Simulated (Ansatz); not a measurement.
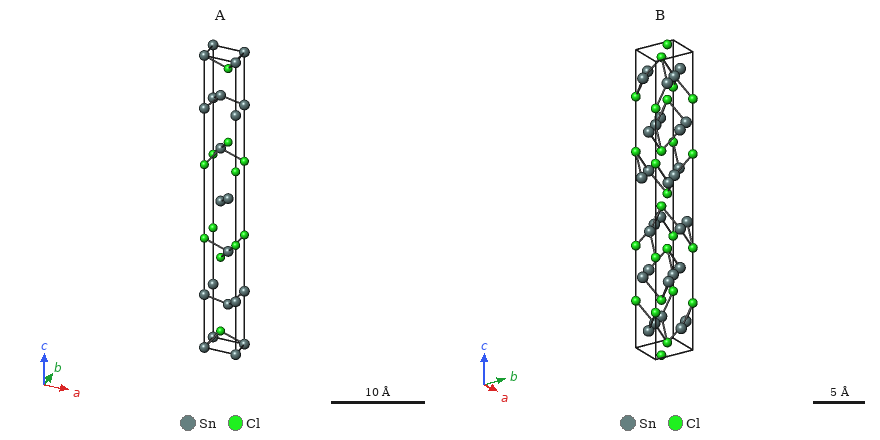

Two structures of Sn$_{3}$Cl$_{2}$, each relaxed to rest (conventional cells in solid outline, small ones repeated, not to one scale). Method: DFT PBE, scalar-relativistic, plane waves, PAW (Ansatz), without spin polarisation.

**What are the two structures?**

A: 15 atoms a cell on a rhombohedral (trigonal R) lattice, R-3m. B: 30 atoms a cell on a rhombohedral (trigonal R) lattice, R-3c.

**A or B: which is lower in energy?**

A is lower, by 44 meV/atom at this level of theory (energies at zero smearing). Volumes: A 39.0, B 29.5 Å³/atom.

One or both may be structure types tried for this composition rather than known phases.
